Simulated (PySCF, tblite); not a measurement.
# C7H12OSSi: geometry, infrared bands and NMR shifts

What infrared bands and NMR shifts should C7H12OSSi (`C=C([SiH2]OC(C)=S)C1CC1`) show?

The runs use tblite 0.8.0 and PySCF 2.14.0, with density-fitted response routines of our own; the level of theory stands in each step. All values are computed, except where a source is named. Atoms count from 0, in the outputs and in this text.

## Step 1: The molecule as given

22 atoms, charge 0, multiplicity 1; geometry from: force field or distance geometry start.

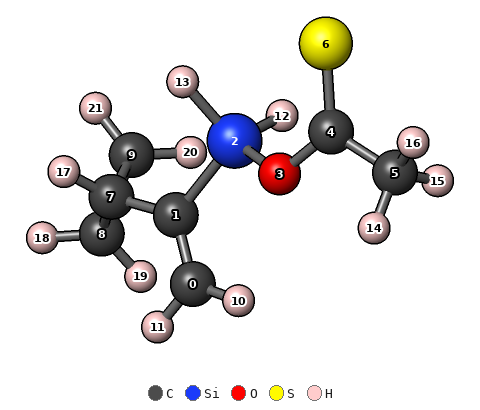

The starting geometry (carbon dark grey, silicon blue, oxygen red, sulfur yellow, hydrogen pink), atoms numbered.

## Step 2: Relaxing the molecule with GFN2-xTB

What the job is given:

```
{"job": {"kind": "relax", "xc": "GFN2-xTB", "basis": "xTB"}, "charge": 0, "multiplicity": 1}
C     -0.760900    -1.658300    -0.492400
C     -0.977200    -0.479700     0.074900
Si     0.499100     0.631000     0.337600
O      1.937800    -0.312200     0.336700
C      3.204000     0.270200     0.425100
C      4.276200    -0.391700    -0.361200
S      3.531100     1.599900     1.275600
C     -2.324300    -0.070900     0.523700
C     -3.482800    -0.156700    -0.418600
C     -2.824100     1.196100    -0.153100
H      0.193700    -2.014500    -0.833300
H     -1.635100    -2.305000    -0.631000
H      0.435400     1.645200    -0.691100
H      0.307000     1.233000     1.679600
H      4.031100    -1.474400    -0.368000
H      4.275800    -0.068700    -1.391300
H      5.237000    -0.217300     0.181900
H     -2.489200    -0.046000     1.617300
H     -4.466900    -0.306000     0.108300
H     -3.357000    -0.569900    -1.432900
H     -2.283400     1.575900    -1.051500
H     -3.337600     1.939400     0.492000
```

The run is started by

```console
$ OMP_NUM_THREADS=1 python probes_run.py task.json out
```

This one command runs all jobs of the session in turn.

Standard output:

```text
step      E/eV     max force
  0    -819.37020    2.164
  1    -819.67777    1.239
  2    -819.84585    1.022
  3    -819.91485    0.570
  4    -819.96152    0.483
  5    -819.99074    0.334
  6    -820.01438    0.246
  7    -820.02820    0.217
  8    -820.03928    0.210
  9    -820.04766    0.158
 10    -820.05315    0.156
 11    -820.05702    0.167
 12    -820.06157    0.189
 13    -820.06733    0.178
 14    -820.07322    0.203
 15    -820.07788    0.163
 16    -820.08133    0.158
 17    -820.08423    0.126
 18    -820.08650    0.117
 19    -820.08811    0.094
 20    -820.08953    0.103
 21    -820.09127    0.122
 22    -820.09349    0.142
 23    -820.09574    0.146
 24    -820.09759    0.098
 25    -820.09932    0.103
 26    -820.10132    0.116
 27    -820.10346    0.145
 28    -820.10531    0.124
 29    -820.10676    0.087
 30    -820.10807    0.078
 31    -820.10953    0.088
 32    -820.11115    0.102
 33    -820.11277    0.083
 34    -820.11451    0.100
 35    -820.11654    0.110
 36    -820.11851    0.107
 37    -820.12006    0.068
 38    -820.12131    0.068
 39    -820.12259    0.102
 40    -820.12399    0.132
 41    -820.12530    0.117
 42    -820.12634    0.071
 43    -820.12720    0.062
 44    -820.12805    0.058
 45    -820.12894    0.077
 46    -820.12980    0.071
 47    -820.13064    0.067
 48    -820.13152    0.073
 49    -820.13244    0.075
 50    -820.13322    0.094
 51    -820.13388    0.053
 52    -820.13453    0.060
 53    -820.13524    0.061
 54    -820.13579    0.057
 55    -820.13640    0.044
 56    -820.13687    0.051
 57    -820.13740    0.061
 58    -820.13798    0.063
 59    -820.13857    0.056
 60    -820.13906    0.047
 61    -820.13951    0.047
 62    -820.14000    0.052
 63    -820.14055    0.051
 64    -820.14107    0.048
 65    -820.14144    0.049
 66    -820.14171    0.038
 67    -820.14194    0.030
 68    -820.14213    0.033
 69    -820.14229    0.026
 70    -820.14245    0.026
 71    -820.14261    0.025
 72    -820.14275    0.027
 73    -820.14287    0.026
 74    -820.14297    0.023
 75    -820.14306    0.024
 76    -820.14314    0.019
 77    -820.14320    0.015
 78    -820.14325    0.017
 79    -820.14331    0.020
 80    -820.14339    0.022
 81    -820.14347    0.023
 82    -820.14353    0.022
 83    -820.14359    0.025
 84    -820.14367    0.027
 85    -820.14378    0.027
 86    -820.14392    0.025
 87    -820.14404    0.026
 88    -820.14415    0.024
 89    -820.14427    0.023
 90    -820.14440    0.025
 91    -820.14453    0.026
 92    -820.14466    0.030
 93    -820.14481    0.034
 94    -820.14499    0.035
 95    -820.14518    0.030
 96    -820.14535    0.023
 97    -820.14549    0.025
 98    -820.14563    0.024
 99    -820.14582    0.032
100    -820.14603    0.029
101    -820.14620    0.027
102    -820.14631    0.022
103    -820.14641    0.023
104    -820.14651    0.026
105    -820.14663    0.031
106    -820.14678    0.033
107    -820.14706    0.032
108    -820.14723    0.036
109    -820.14757    0.045
110    -820.14781    0.035
111    -820.14799    0.030
112    -820.14814    0.029
113    -820.14833    0.038
114    -820.14855    0.041
115    -820.14872    0.039
116    -820.14891    0.024
117    -820.14905    0.029
118    -820.14918    0.031
119    -820.14931    0.022
120    -820.14941    0.020
121    -820.14950    0.021
122    -820.14960    0.020
123    -820.14972    0.027
124    -820.14983    0.027
125    -820.14995    0.021
126    -820.15006    0.017
127    -820.15012    0.021
128    -820.15023    0.023
129    -820.15031    0.018
130    -820.15038    0.016
131    -820.15043    0.014
132    -820.15048    0.016
133    -820.15054    0.021
134    -820.15060    0.020
135    -820.15064    0.010
```

It took 9.1 s on 1 thread of Intel Xeon at 2.50GHz, shared host; peak memory 0.18 GiB.

Along the way: (not every step is listed)

```csv
step,energy from step 0 (eV),largest force (eV/Å)
0,0.0000,2.1638
1,-0.3076,1.2386
2,-0.4757,1.0225
3,-0.5447,0.5704
4,-0.5913,0.4825
5,-0.6205,0.3341
6,-0.6442,0.2461
7,-0.6580,0.2173
8,-0.6691,0.2098
20,-0.7193,0.1031
32,-0.7409,0.1020
44,-0.7579,0.0576
56,-0.7667,0.0509
68,-0.7719,0.0329
80,-0.7732,0.0217
92,-0.7745,0.0301
104,-0.7763,0.0262
116,-0.7787,0.0241
128,-0.7800,0.0227
130,-0.7802,0.0157
131,-0.7802,0.0142
132,-0.7803,0.0156
133,-0.7803,0.0208
134,-0.7804,0.0201
135,-0.7804,0.0097
```

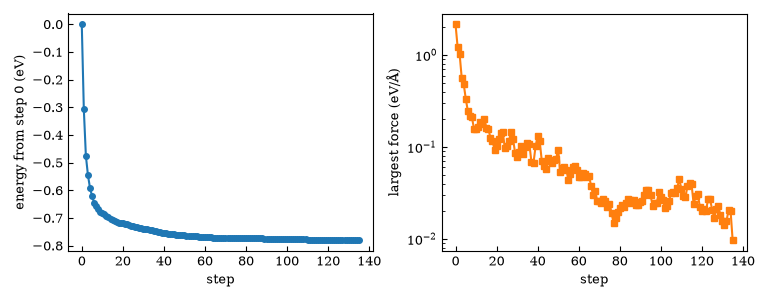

Energy and largest force along the relaxation.

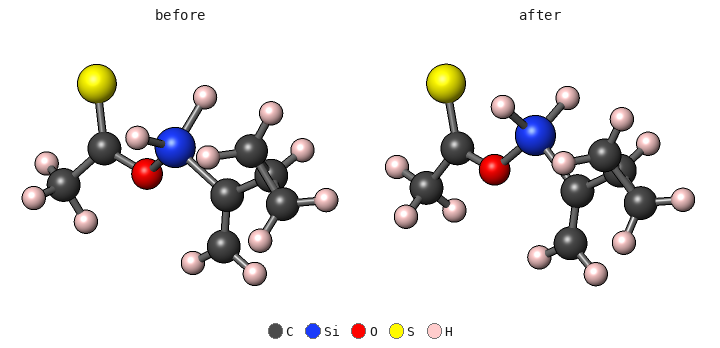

Before and after, at one scale.

Distances of close pairs at the start and the end, largest changes first:

```csv
bond,before (Å),after (Å),change (Å)
O3–C4,1.397,1.311,-0.086
Si2–O3,1.720,1.661,-0.059
C8–H18,1.126,1.080,-0.047
C9–H20,1.115,1.079,-0.036
C5–H16,1.117,1.086,-0.032
C9–H21,1.110,1.079,-0.031
C8–C9,1.528,1.499,-0.029
C8–H19,1.102,1.079,-0.024
```

The next job starts from the end point, and lists it.

## Step 3: Harmonic vibrations with GFN2-xTB

What the job is given:

```
{"job": {"kind": "ir", "xc": "GFN2-xTB", "basis": "xTB"}, "charge": 0, "multiplicity": 1}
C     -0.681017    -1.516865    -0.649996
C     -0.872402    -0.406078     0.051481
Si     0.502477     0.741028     0.620138
O      1.857872    -0.057437     0.087108
C      3.093328     0.346075     0.257747
C      4.136651    -0.563122    -0.301312
S      3.452801     1.734498     1.023906
C     -2.220295     0.060215     0.461973
C     -3.457079    -0.250674    -0.323350
C     -2.899820     1.140360    -0.329971
H      0.305258    -1.833677    -0.943701
H     -1.495299    -2.158750    -0.949484
H      0.442196     2.054065    -0.016542
H      0.567635     0.853450     2.075604
H      4.038799    -1.550902     0.149175
H      3.987457    -0.672041    -1.375752
H      5.128203    -0.166342    -0.106196
H     -2.324938     0.132626     1.538693
H     -4.374378    -0.436085     0.215008
H     -3.359691    -0.830074    -1.228023
H     -2.409995     1.481950    -1.229105
H     -3.428176     1.917167     0.201027
```

Standard output:

```text
mode    cm-1     km/mol
  1      24.8      1.73
  2      34.0      0.22
  3      52.6      1.05
  4      59.2      2.58
  5      76.7      0.46
  6     114.8      1.45
  7     133.8      3.40
  8     160.8      0.60
  9     233.8      0.71
 10     294.8      1.32
 11     336.3      4.76
 12     402.6      6.15
 13     412.4     10.27
 14     465.5      3.44
 15     473.2      1.54
 16     565.0    119.43
 17     631.4      5.04
 18     661.6     45.39
 19     686.2     86.57
 20     708.9      2.75
 21     754.5    276.43
 22     780.0    178.41
 23     803.4      8.14
 24     838.3     69.27
 25     850.3     20.66
 26     875.7     42.35
 27     914.2     25.13
 28     982.6      3.31
 29     986.3     14.20
 30    1014.1      2.10
 31    1020.4     69.38
 32    1064.8      0.90
 33    1073.6      0.55
 34    1079.5      2.36
 35    1098.0      1.03
 36    1156.1      0.50
 37    1175.7      8.62
 38    1227.4    138.74
 39    1252.5      2.63
 40    1309.5    644.43
 41    1372.5     34.35
 42    1377.7      1.77
 43    1416.3      0.47
 44    1436.8      0.02
 45    1442.1      7.66
 46    1450.0      1.34
 47    1487.6      1.22
 48    1675.3     12.27
 49    2277.1    309.24
 50    2304.5     86.23
 51    2995.3      3.57
 52    3007.9      2.47
 53    3026.9     31.36
 54    3063.7      8.65
 55    3078.9     30.91
 56    3087.3     17.37
 57    3089.6     23.81
 58    3095.6     19.30
 59    3111.6     64.42
 60    3116.9     29.65
```

Run time: 5.6 s. Hardware: 1 thread of Intel Xeon at 2.50GHz, shared host; peak memory 0.18 GiB.

The strongest bands and the atoms that carry them (share of the mass-weighted mode):

```csv
cm⁻¹,km/mol,atoms
565,119.4,"C1 33 %, H12 19 %, H13 18 %, Si2 14 %"
686,86.6,"O3 31 %, Si2 21 %, S6 16 %"
754,276.4,"H13 39 %, H12 38 %"
780,178.4,"H12 46 %, H13 46 %"
1227,138.7,"C4 71 %, C5 11 %"
1310,644.4,"C4 65 %, O3 22 %"
2277,309.2,"H13 59 %, H12 37 %"
2304,86.2,"H12 60 %, H13 38 %"
```

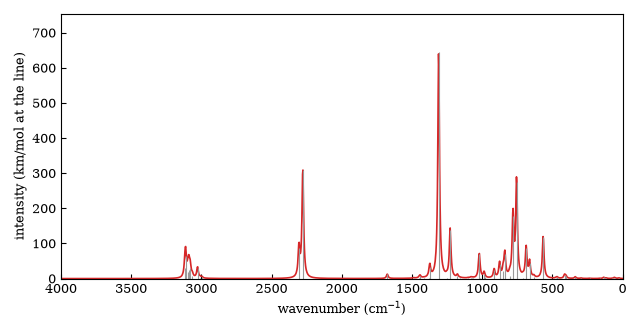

The infrared spectrum from these modes, unscaled. Lines are broadened to a width of 14 cm⁻¹ (Lorentzian).

## Step 4: Nuclear shieldings: PBE0/pcSseg-1

Same as in step 3 but for these lines:

```diff
@@ -1,2 +1,2 @@
-{"job": {"kind": "ir", "xc": "GFN2-xTB", "basis": "xTB"}, "charge": 0, "multiplicity": 1}
+{"job": {"kind": "nmr", "xc": "PBE0", "basis": "pcSseg-1"}, "charge": 0, "multiplicity": 1}
 C     -0.681017    -1.516865    -0.649996
```

With the program's defaults for keys left out, this is: GIAO PBE0/pcSseg-1 NMR shielding, non-relativistic, gas phase.

Standard output:

```text
coarse grid: 19376 points
cycle   1  E = -1035.9272290567  dE =  1.510e+00  |g| = 7.156e-01  |ddm| = 4.342e+00
cycle   2  E = -1035.8341903233  dE =  9.304e-02  |g| = 1.016e+00  |ddm| = 1.304e+00
cycle   3  E = -1036.0367293901  dE = -2.025e-01  |g| = 1.180e-01  |ddm| = 7.801e-01
cycle   4  E = -1036.0396972706  dE = -2.968e-03  |g| = 4.154e-02  |ddm| = 1.347e-01
cycle   5  E = -1036.0400582047  dE = -3.609e-04  |g| = 1.762e-02  |ddm| = 5.727e-02
cycle   6  E = -1036.0401347955  dE = -7.659e-05  |g| = 6.055e-03  |ddm| = 2.479e-02
cycle   7  E = -1036.0401426694  dE = -7.874e-06  |g| = 1.403e-03  |ddm| = 6.841e-03
final grid: 177800 points
cycle   8  E = -1036.1126982554  dE = -4.313e-05  |g| = 1.303e-02  |ddm| = 3.604e-02
cycle   9  E = -1036.1126649118  dE =  3.334e-05  |g| = 1.804e-02  |ddm| = 2.513e-02
cycle  10  E = -1036.1127355260  dE = -7.061e-05  |g| = 2.026e-03  |ddm| = 1.503e-02
cycle  11  E = -1036.1127364809  dE = -9.549e-07  |g| = 3.586e-04  |ddm| = 1.971e-03
cycle  12  E = -1036.1127364994  dE = -1.853e-08  |g| = 2.295e-04  |ddm| = 5.673e-04
cycle  13  E = -1036.1127365118  dE = -1.245e-08  |g| = 5.493e-05  |ddm| = 2.891e-04
cycle  14  E = -1036.1127365125  dE = -6.899e-10  |g| = 1.077e-05  |ddm| = 6.758e-05
converged SCF energy = -1036.1127365125

GIAO shielding tensors (ppm)
atom      isotropic    diamagn.    paramagn.     s11        s22        s33       span
  0 C       52.311     255.322    -203.011    -67.228     61.727    162.434    229.662
  1 C       34.695     263.502    -228.807    -75.486     11.943    167.628    243.114
  2 Si     389.445     884.071    -494.626    361.160    377.430    429.744     68.585
  3 O       72.843     407.075    -334.232   -135.136    114.002    239.662    374.799
  4 C      -46.342     248.672    -295.014   -230.303     -0.679     91.955    322.257
  5 C      149.615     246.969     -97.354    122.868    136.409    189.568     66.700
  6 S        6.660    1057.476   -1050.816   -429.065    -66.071    515.115    944.180
  7 C      168.969     246.309     -77.339    141.003    153.216    212.689     71.686
  8 C      183.637     257.042     -73.404    154.488    180.434    215.991     61.502
  9 C      177.405     252.926     -75.521    146.399    173.844    211.971     65.572
 10 H       25.565      34.650      -9.085     22.698     24.334     29.663      6.965
 11 H       25.528      32.960      -7.432     22.055     23.945     30.585      8.529
 12 H       26.412      32.294      -5.881     21.759     27.510     29.967      8.208
 13 H       26.405      31.934      -5.529     22.196     26.840     30.179      7.983
 14 H       28.983      28.267       0.716     25.223     28.212     33.513      8.290
 15 H       28.978      28.559       0.419     25.262     28.190     33.481      8.219
 16 H       28.675      26.743       1.932     24.064     29.351     32.612      8.548
 17 H       30.344      31.391      -1.048     23.714     28.345     38.973     15.259
 18 H       31.139      29.606       1.533     25.023     26.777     41.617     16.595
 19 H       30.897      32.759      -1.861     25.127     28.364     39.201     14.073
 20 H       31.763      31.981      -0.219     27.029     28.761     39.498     12.470
 21 H       31.041      30.382       0.659     25.903     26.336     40.884     14.980
```

Wall time 3.1 min (1 thread of Intel Xeon at 2.50GHz, shared host); peak memory 1.1 GiB.

Shifts follow as δ = σ(reference) − σ, with reference shieldings (ppm) from runs at the same level and on the same kind of geometry: 1H TMS 31.72, 13C TMS 186.9, 29Si TMS 349.2, 17O H2O 336.1, 33S CS2 504. The references are single molecules in the gas phase, so shifts against H2O, NH3, PH3, H3PO4 or CFCl3 are not on the usual liquid scales and can be off by tens of ppm. Atoms listed in one row are averaged.

```csv
atoms,environment,σ (ppm),δ (ppm),δ scaled to CDCl3
C4,thiocarbonyl carbon,-46.3,233.3,221.3
C1,fully substituted alkene carbon,34.7,152.2,146.7
C0,terminal =CH2 carbon,52.3,134.6,129.5
C5,methyl carbon,149.6,37.3,34.5
C7,three-membered-ring carbon,169.0,18.0,15.6
"C8, C9",three-membered-ring carbon,180.5,6.4,4.3
H11,hydrogen on a terminal =CH2 carbon,25.53,6.19,5.94
H10,hydrogen on a terminal =CH2 carbon,25.57,6.15,5.91
"H12, H13","hydrogen on a silicon bonded to C, O",26.41,5.31,–
"H14, H15, H16",hydrogen on a methyl carbon,28.88,2.84,2.78
H17,hydrogen on a three-membered-ring carbon,30.34,1.37,1.40
"H18, H21",hydrogen on a three-membered-ring carbon,31.09,0.63,0.70
"H19, H20",hydrogen on a three-membered-ring carbon,31.33,0.39,0.47
Si2,"silicon bonded to C, O, 2 H",389.4,-40.3,–
O3,oxygen bound to a thiocarbonyl carbon,72.8,263.2,–
S6,thione sulfur,7,497,–
```

The scaled column applies a straight-line fit of computed shieldings to shifts measured in CDCl3, with any fitted terms for Cl, Br or S neighbours (root-mean-square error 0.16 ppm for H, 1.9 ppm for C).

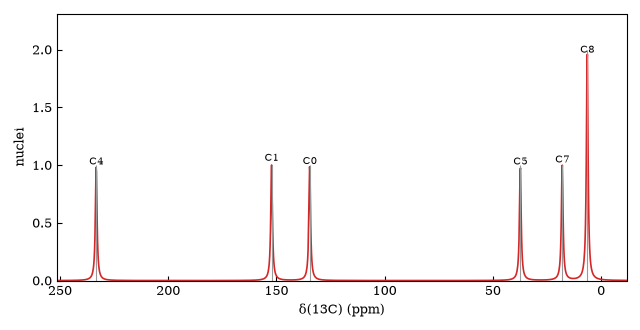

13C lines at the computed shifts, without couplings. Lines are broadened to a width of 0.91 ppm (Lorentzian).

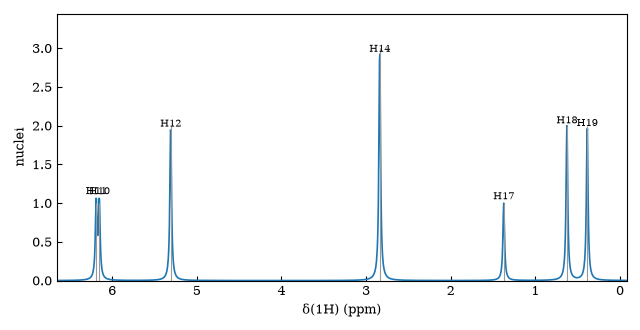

1H lines at the computed shifts, without couplings. Lines are broadened to a width of 0.02 ppm (Lorentzian).

The run also stored atomic charges by several schemes (e):

```csv
atoms,Mulliken,IAO,Hirshfeld,ESP fit
C0,-0.06,-0.29,-0.09,-0.19
C1,-0.50,-0.27,-0.09,-0.24
Si2,0.88,0.96,0.38,0.46
O3,-0.53,-0.53,-0.15,-0.18
C4,0.01,0.17,0.12,0.32
C5,-0.20,-0.44,-0.12,-0.50
S6,-0.15,-0.17,-0.16,-0.28
C7,-0.24,-0.14,-0.04,0.04
"C8, C9",-0.19,-0.29,-0.09,-0.33
```

IAO charges:

C0 -0.29; C1 -0.27; Si2 0.96; O3 -0.53; C4 0.17; C5 -0.44; S6 -0.17; C7 -0.14; C8 -0.29; C9 -0.29; H10 0.15; H11 0.15; H12 -0.13; H13 -0.13; H14 0.17; H15 0.17; H16 0.17; H17 0.15; H18 0.15; H19 0.15; H20 0.15; H21 0.15

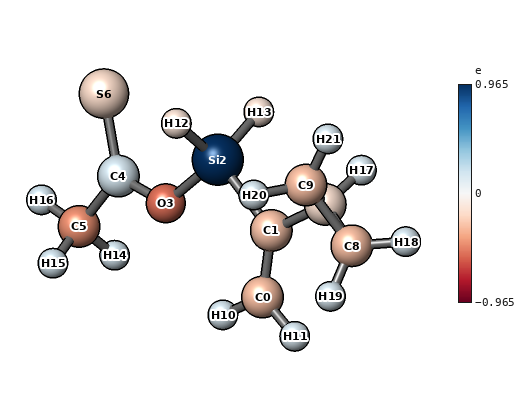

IAO charges, as colours on the atoms.

Mayer bond orders: C0–C1 1.97, C1–Si2 0.85, Si2–O3 0.81, O3–C4 1.11, C4–C5 1.01, C4–S6 1.79, C1–C7 1.03, C7–C8 0.98, C8–C9 0.98, C9–C7 0.93.

Ring of atoms C7, C8, C9: NICS(0) -43.5, NICS(1) -8.6, NICS(1)zz -21.6 ppm (means of both faces).

In rings of three or four atoms NICS is ruled by the nearby σ bonds, so it says little on aromaticity.

## Step 5: Results

| quantity | value |
| --- | --- |
| strongest single infrared mode (GFN2-xTB) | 1310 cm⁻¹, 644 km/mol |
| zero-point energy (GFN2-xTB) | 105.4 kcal/mol |
| 13C shifts against TMS (PBE0/pcSseg-1, means over atoms taken as alike) | 233.3, 152.2, 134.6, 37.3, 18.0, 6.4 ppm |
| 1H shifts against TMS (PBE0/pcSseg-1, means over atoms taken as alike) | 6.19, 6.15, 5.31, 2.84, 1.37, 0.63, 0.39 ppm |
| 29Si shifts against TMS (PBE0/pcSseg-1) | -40.3 ppm |
| 17O shifts against H2O (PBE0/pcSseg-1) | 263.2 ppm |
| 33S shifts against CS2 (PBE0/pcSseg-1) | 497 ppm |

Relaxing lowered the energy by 0.780 eV in 135 steps; the close pair that moved most is O3–C4, from 1.397 to 1.311 Å. No mode is imaginary among the 60: a minimum at this level. The strongest single mode, at 1310 cm⁻¹, moves mainly C4. GFN2-xTB is a fitted tight-binding method: band positions and strengths are rough. Its intensities can rank the bands wrongly. The most deshielded carbon is C4 (thiocarbonyl carbon), at 233.3 ppm: low-lying n→π* states of the double bond to the heteroatom give a large paramagnetic term (-295 ppm). At PBE0/pcSseg-1: Shielding is most anisotropic at S6 (span 944 ppm, paramagnetic term -1051 ppm).
